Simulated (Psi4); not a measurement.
# A workflow on AlH2SF (SMILES [F][AlH][SH])

Aim: a structure relaxation (r2SCAN-3c/def2-mTZVPP), then the harmonic vibrations, then the energy (CCSD(T)/cc-pVDZ) of AlH2SF. 

Program for the calculation: Psi4 1.11.

## (1) The structure to begin with

AlH2SF has 5 atoms, charge 0, and is taken as a singlet. SMILES: `[F][AlH][SH]`. All atoms were displaced at random from a relaxed shape. The run starts from this shape.

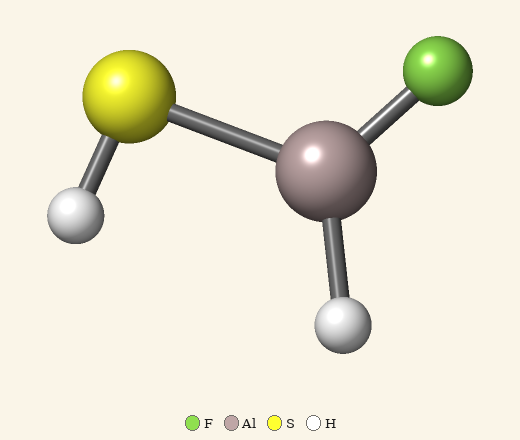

The structure, seen from a chosen angle (fluorine green, aluminium light grey, sulfur yellow, hydrogen white).

## (2) A structure relaxation at r2SCAN-3c/def2-mTZVPP (density fitting) (run 1)

calc.in reads:

```
memory 1.6 GB

molecule {
  0 1
  F     -1.182183    -1.566747     0.891121
  Al    -0.567013    -0.373852     0.056452
  S      1.577818     0.210769     0.573004
  H     -1.349199     0.439615    -1.172468
  H      1.627157     1.147293    -0.434570
  symmetry c1
}

set geom_maxiter 60

opt('r2scan-3c')
```

Started as:

```
$ psi4 -n 1 calc.in calc.out
```

calc.out:

```text
Psi4 1.11 release

gradient() will perform analytic gradient computation.

   => Loading Basis Set <=

    Name: DEF2-MTZVPP
    Role: ORBITAL
    Keyword: BASIS

   => R2SCAN3C: Empirical Dispersion <=

        a1 =       0.420000
        a2 =       5.650000
       alp =      16.000000
        s6 =       1.000000
        s8 =       0.000000
        s9 =       2.000000
        ga =       2.000000
        gc =       1.000000
        wf =       6.000000

         ---------------------------------------------------------
                                   SCF
                              RKS Reference
                        1 Threads,   1525 MiB Core
         ---------------------------------------------------------

  ==> Geometry <==

    Molecular point group: c1
    Full point group: C1

    Geometry (in Angstrom), charge = 0, multiplicity = 1:

       Center              X                  Y                   Z               Mass
    ------------   -----------------  -----------------  -----------------  -----------------
         F           -1.344345674243    -1.172653374257     0.451523941686    18.998403162730
         AL          -0.729175674243     0.020241625743    -0.383145058314    26.981538530000
         S            1.415655325757     0.604862625743     0.133406941686    31.972071174400
         H           -1.511361674243     0.833708625743    -1.612065058314     1.007825032230
         H            1.464994325757     1.541386625743    -0.874167058314     1.007825032230

  Running in c1 symmetry.

  Rotational constants: A =      0.78521  B =      0.11353  C =      0.09920 [cm^-1]
  Rotational constants: A =  23540.14009  B =   3403.66779  C =   2973.97917 [MHz]
  Nuclear repulsion =  128.765162089736265

  Charge       = 0
  Multiplicity = 1
  Electrons    = 40
  Nalpha       = 20
  Nbeta        = 20

  ==> Algorithm <==

  SCF Algorithm Type is DF.
  DIIS enabled.
  MOM disabled.
  Fractional occupation disabled.
  Guess Type is SAD.
  Energy threshold   = 1.00e-08
  Density threshold  = 1.00e-08
  Integral threshold = 1.00e-12

  ==> Primary Basis <==

  Basis Set: DEF2-MTZVPP
    Blend: DEF2-MTZVPP
    Number of shells: 37
    Number of basis functions: 83
    Number of Cartesian functions: 88
    Spherical Harmonics?: true
    Max angular momentum: 2

  ==> DFT Potential <==

   => LibXC <=

    Version 7.1.2

   => Composite Functional: R2SCAN3C <=

    Deriv               =              1
    GGA                 =           TRUE
    Meta                =           TRUE

    Exchange Hybrid     =          FALSE
    MP2 Hybrid          =          FALSE

   => Exchange Functionals <=

    1.0000   XC_MGGA_X_R2SCAN

   => Correlation Functionals <=

    1.0000   XC_MGGA_C_R2SCAN

   => LibXC Density Thresholds  <==

    XC_MGGA_C_R2SCAN:  1.00E-15
    XC_MGGA_X_R2SCAN:  1.00E-11

   => Molecular Quadrature <=

    Radial Scheme          =       TREUTLER
    Pruning Scheme         =           NONE
    Nuclear Scheme         =       TREUTLER

    Blocking Scheme        =         OCTREE
    BS radius alpha        =              1
    Pruning alpha          =              1
    Radial Points          =             75
    Spherical Points       =            302
    Total Points           =         109044
    Total Blocks           =            864
    Max Points             =            255
    Max Functions          =             81
    Weights Tolerance      =       1.00E-15

   => Loading Basis Set <=

    Name: (DEF2-MTZVPP AUX)
    Role: JKFIT
    Keyword: DF_BASIS_SCF

  ==> Integral Setup <==

  DFHelper Memory: AOs need 0.021 GiB; user supplied 0.625 GiB.
  SCF_SUBTYPE=INCORE selected. In-core MEM_DF algorithm will be used.
  Using in-core AOs.

  ==> MemDFJK: Density-Fitted J/K Matrices <==

    J tasked:                   Yes
    K tasked:                    No
    wK tasked:                   No
    Memory [MiB]:               639
    Algorithm:                 Core
    Schwarz Cutoff:           1E-12
    Mask sparsity (%):       3.6290
    Fitting Condition:        1E-10

   => Auxiliary Basis Set <=

  Basis Set: (DEF2-MTZVPP AUX)
    Blend: DEF2-UNIVERSAL-JKFIT
    Number of shells: 113
    Number of basis functions: 369
    Number of Cartesian functions: 443
    Spherical Harmonics?: true
    Max angular momentum: 4

  Cached 100.0% of DFT collocation blocks in 0.493 [GiB].

  Minimum eigenvalue in the overlap matrix is 3.9261994300E-03.
  Reciprocal condition number of the overlap matrix is 9.7038052012E-04.
    Using symmetric orthogonalization.

  ==> Pre-Iterations <==

  SCF Guess: Superposition of Atomic Densities via on-the-fly atomic UHF (no occupation information).

   -------------------------
    Irrep   Nso     Nmo
   -------------------------
     A         83      83
   -------------------------
    Total      83      83
   -------------------------

  ==> Iterations <==

                           Total Energy        Delta E     RMS |[F,P]|

   @DF-RKS iter SAD:  -741.16772415468358   -7.41168e+02   0.00000e+00
[... 5 lines left out ...]
   @DF-RKS iter   6:  -741.73006616809039   -1.60761e-04   4.94635e-05 DIIS
[... 5 lines left out ...]
   @DF-RKS iter  12:  -741.73007571245853   -3.06954e-12   2.04156e-09 DIIS
[... 40 lines left out ...]
    Two-Electron Energy =                 469.6811476188501047
[... 19 lines left out ...]
 Dipole Y            :         -2.9698416            3.3299961            0.3601544
[... 131 lines left out ...]
	  Convergence Criteria     1.00e-06 *    3.00e-04 *             o    1.20e-03 *             o~
[... 142 lines left out ...]
   @DF-RKS iter   3:  -741.73757004837739   -3.26548e-04   9.09510e-05 DIIS
[... 5 lines left out ...]
   @DF-RKS iter   9:  -741.73758657521535   -4.74074e-11   1.61535e-08 DIIS
[... 19 lines left out ...]
    One-Electron Energy =               -1287.2616373081973506
[... 19 lines left out ...]
 Dipole X            :         -1.9816571            1.9205096           -0.0611475
[... 99 lines left out ...]
	   Step    Total Energy     Delta E     Max Force     RMS Force      Max Disp      RMS Disp
[... 112 lines left out ...]
   @DF-RKS iter   2:  -741.71394595429672    4.31848e-03   1.76326e-03 ADIIS/DIIS
[... 5 lines left out ...]
   @DF-RKS iter   8:  -741.72254544770738   -2.98394e-09   3.05995e-07 DIIS
[... 19 lines left out ...]
    Nuclear Repulsion Energy =            132.1216131204074031
[... 5 lines left out ...]
    Total Energy =                       -741.7225454481255156
[... 109 lines left out ...]
	Measures of convergence in internal coordinates in au.
[... 116 lines left out ...]
   @DF-RKS iter   1:  -741.73314947671781   -1.26319e-02   1.94607e-04 ADIIS/DIIS
[... 5 lines left out ...]
   @DF-RKS iter   7:  -741.73329500677460   -2.67607e-09   1.58032e-07 DIIS
[... 19 lines left out ...]
    Nuclear Repulsion Energy =            130.6987938129190354
[... 5 lines left out ...]
    Total Energy =                       -741.7332950068838500
[... 109 lines left out ...]
	Measures of convergence in internal coordinates in au.
[... 116 lines left out ...]
   @DF-RKS iter   1:  -741.73790424511492   -1.63038e-02   4.05058e-04 ADIIS/DIIS
[... 5 lines left out ...]
   @DF-RKS iter   7:  -741.73847456110195   -1.94451e-08   2.79847e-07 DIIS
[... 16 lines left out ...]
  @DF-RKS Final Energy:  -741.73847456143142
[... 8 lines left out ...]
    VV10 Nonlocal Energy =                  0.0000000000000000
[... 108 lines left out ...]
	                                 ==> Convergence Check <==
[... 111 lines left out ...]
   @DF-RKS iter   0:  -741.73266185590103   -7.41733e+02   7.41147e-04
[... 5 lines left out ...]
   @DF-RKS iter   6:  -741.73882433065546   -1.04446e-08   4.35191e-07 DIIS
[... 16 lines left out ...]
  @DF-RKS Final Energy:  -741.73882433160691
[... 8 lines left out ...]
    VV10 Nonlocal Energy =                  0.0000000000000000
[... 108 lines left out ...]
	                                 ==> Convergence Check <==
[... 106 lines left out ...]
   @DF-RKS iter   0:  -741.73904240095999   -7.41739e+02   3.84484e-04
[... 5 lines left out ...]
   @DF-RKS iter   6:  -741.73883103402432   -5.20004e-10   1.81875e-07 DIIS
[... 16 lines left out ...]
  @DF-RKS Final Energy:  -741.73883103416176
[... 8 lines left out ...]
    VV10 Nonlocal Energy =                  0.0000000000000000
[... 108 lines left out ...]
	                                 ==> Convergence Check <==
[... 111 lines left out ...]
   @DF-RKS iter   0:  -741.73919671233591   -7.41739e+02   3.06810e-04
[... 5 lines left out ...]
   @DF-RKS iter   6:  -741.73885311212189   -5.88670e-10   1.75388e-07 DIIS
[... 16 lines left out ...]
  @DF-RKS Final Energy:  -741.73885311225229
[... 8 lines left out ...]
    VV10 Nonlocal Energy =                  0.0000000000000000
[... 108 lines left out ...]
	                                 ==> Convergence Check <==
[... 111 lines left out ...]
   @DF-RKS iter   0:  -741.73872739189153   -7.41739e+02   5.32030e-05
[... 5 lines left out ...]
   @DF-RKS iter   6:  -741.73885647522911   -1.08002e-11   4.33975e-08 DIIS
[... 19 lines left out ...]
    One-Electron Energy =               -1287.5666597124877626
[... 19 lines left out ...]
 Dipole X            :         -1.8744940            1.9025177            0.0280237
[... 99 lines left out ...]
	   Step    Total Energy     Delta E     Max Force     RMS Force      Max Disp      RMS Disp
[... 95 lines left out ...]
   @DF-RKS iter   2:  -741.73885875073336   -9.69260e-09   3.52003e-06 DIIS
[... 5 lines left out ...]
  Energy and wave function converged.
[... 27 lines left out ...]
    Final Occupation by Irrep:
              A
    DOCC [    20 ]
    NA   [    20 ]
    NB   [    20 ]

  @DF-RKS Final Energy:  -741.73885880908369

   => Energetics <=

    Nuclear Repulsion Energy =            130.1632386031545536
    One-Electron Energy =               -1287.5830729865961075
    Two-Electron Energy =                 471.2146075091463899
    DFT Exchange-Correlation Energy =     -55.5359122741048452
    Empirical Dispersion Energy =           0.0022803393163354
    VV10 Nonlocal Energy =                  0.0000000000000000
    Total Energy =                       -741.7388588090836947

Computation Completed

Properties will be evaluated at   0.000000,   0.000000,   0.000000 [a0]

Properties computed using the SCF density matrix

 Multipole Moments:

 ------------------------------------------------------------------------------------
     Multipole            Electronic (a.u.)      Nuclear  (a.u.)        Total (a.u.)
 ------------------------------------------------------------------------------------

 L = 1.  Multiply by 2.5417464519 to convert [e a0] to [Debye]
 Dipole X            :         -1.8748219            1.9016522            0.0268302
 Dipole Y            :         -2.6734885            3.2260789            0.5525905
 Dipole Z            :          1.7384526           -2.2806176           -0.5421650
 Magnitude           :                                                    0.7746089

 ------------------------------------------------------------------------------------

	total time  =          5 seconds =       0.08 minutes

         ------------------------------------------------------------
                                   SCF GRAD
         ------------------------------------------------------------

  ==> Geometry <==

    Molecular point group: c1
    Full point group: C1

    Geometry (in Angstrom), charge = 0, multiplicity = 1:

       Center              X                  Y                   Z               Mass
    ------------   -----------------  -----------------  -----------------  -----------------
         F           -1.360067499243    -1.166460028750     0.481143974137    18.998403162730
         AL          -0.672599914651     0.056214218101    -0.399530240489    26.981538530000
         S            1.377186462974     0.572972456934     0.125255823897    31.972071174400
         H           -1.486838019535     0.770324119133    -1.535097864621     1.007825032230
         H            1.442571979684     1.536639450278    -0.812248810951     1.007825032230

  Nuclear repulsion =  130.163238603154554

   => Molecular Quadrature <=

    Radial Scheme          =       TREUTLER
    Pruning Scheme         =           NONE
    Nuclear Scheme         =       TREUTLER

    Blocking Scheme        =         OCTREE
    BS radius alpha        =              1
    Pruning alpha          =              1
    Radial Points          =             75
    Spherical Points       =            302
    Total Points           =         108966
    Total Blocks           =            864
    Max Points             =            256
    Max Functions          =             81
    Weights Tolerance      =       1.00E-15

  -Total Gradient:
     Atom            X                  Y                   Z
    ------   -----------------  -----------------  -----------------
       1       -0.000105449572     0.000043330025    -0.000110937763
       2        0.000082833692     0.000048432958     0.000033358655
       3        0.000017285129    -0.000140286528     0.000139652103
       4        0.000232619176     0.000163917804    -0.000062030430
       5        0.000190549940    -0.000110157495     0.000207855166

	total time  =          1 seconds =       0.02 minutes

    			-----------------------------------------

    			 OPTKING 3.0: for geometry optimizations

    			        with contributions from

    			-----------------------------------------

	                            ===> Fragment 1 <==

	 Z (Atomic Numbers)          Masses                          Geom
	       9.000000            18.998403         -2.57015509 -2.20428999  0.90923034
	      13.000000            26.981539         -1.27102963  0.10622948 -0.75500273
	      16.000000            31.972071          2.60250524  1.08276102  0.23669920
	       1.000000             1.007825         -2.80971665  1.45570161 -2.90091454
	       1.000000             1.007825          2.72606596  2.90382771 -1.53492780

	 - Coordinate -           - BOHR/RAD -       - ANG/DEG -
	 R(1,2)           =         3.129840           1.656240
	 R(2,3)           =         4.115988           2.178087
	 R(2,4)           =         2.965395           1.569220
[... 6 lines of this table left out ...]
	 D(4,2,3,5)       =         0.000442           0.025313

	        --- Internal Coordinate Step in ANG or DEG, aJ/ANG or AJ/DEG ---
	-------------------------------------------------------------------------------
	           Coordinate      Previous         Force          Change          New
	           ----------      --------        ------          ------        ------
	               R(1,2)       1.65624       -0.00011        0.00007       1.65631
	               R(2,3)       2.17809        0.00049        0.00018       2.17827
	               R(2,4)       1.56922       -0.00002       -0.00002       1.56920
[... 6 lines of this table left out ...]
	           D(4,2,3,5)       0.02531       -0.00000       -0.02413       0.00119
	-------------------------------------------------------------------------------

	                                 ==> Convergence Check <==

	Measures of convergence in internal coordinates in au.

	Criteria marked as inactive (o), active & met (*), and active & unmet ( ).

	----------------------------------------------------------------------------------------------
	   Step    Total Energy     Delta E     Max Force     RMS Force      Max Disp      RMS Disp
	----------------------------------------------------------------------------------------------
	  Convergence Criteria     1.00e-06 *    3.00e-04 *             o    1.20e-03 *             o
	----------------------------------------------------------------------------------------------
	    10    -741.73885881   -2.33e-06      7.15e-05 *    3.76e-05 o    9.27e-04 *    4.44e-04 o  ~
	----------------------------------------------------------------------------------------------

Next Geometry in Ang
	Fragment 1 (Ang)

	    F  -1.3598084831  -1.1662961224   0.4811933426
	   Al  -0.6727255221   0.0563111157  -0.4000054352
	    S   1.3771280457   0.5729475399   0.1253867091
	    H  -1.4879044214   0.7699752444  -1.5351460148
	    H   1.4435633901   1.5367524381  -0.8119057198

    Final optimized geometry and variables:
    Molecular point group: c1
    Full point group: C1

    Geometry (in Angstrom), charge = 0, multiplicity = 1:

    F           -1.360067499243    -1.166460028750     0.481143974137
    AL          -0.672599914651     0.056214218101    -0.399530240489
    S            1.377186462974     0.572972456934     0.125255823897
    H           -1.486838019535     0.770324119133    -1.535097864621
    H            1.442571979684     1.536639450278    -0.812248810951

    Psi4 run time: 0:01:18.49

[set-up sections that repeat, and orbital energies of the middle runs, are left out above]
```

On the terminal:

```text
Optimizer: Optimization complete!
```

It took 80 s on 1 thread of AMD EPYC 7B13 (Zen 3), shared host; peak memory 0.8 GiB.

The path in brief:

```
step  energy from the first frame kept (eV)  largest force (eV/Å)
   0                                 0.0000                3.8996
   1                                -0.2044                1.2739
   2                                 0.2049                2.0826
   3                                -0.0876                1.3611
   4                                -0.2285                0.6653
   5                                -0.2381                0.0713
   6                                -0.2382                0.0350
   7                                -0.2388                0.0418
   8                                -0.2389                0.0157
   9                                -0.2390                0.0156
```

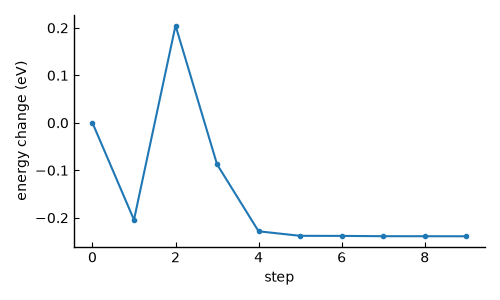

Energy along the run.

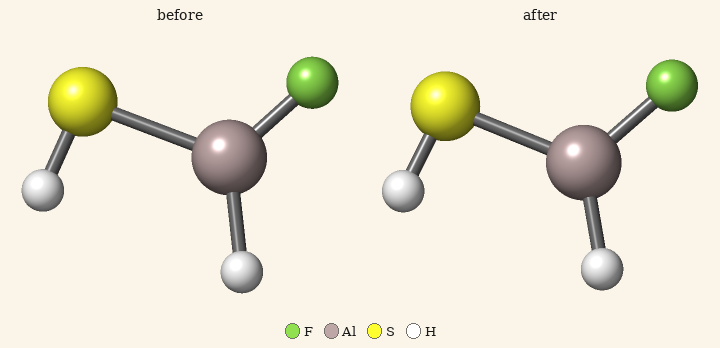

Before and after, at one scale.

After the run. Bond lengths: F1–Al2 1.656 Å, Al2–S3 2.178 Å, Al2–H4 1.569 Å, S3–H5 1.346 Å. Angles: F1–Al2–S3 116.0°, F1–Al2–H4 120.4°, S3–Al2–H4 123.7°, Al2–S3–H5 92.7°.

(Part 1 of 2 ends here.)
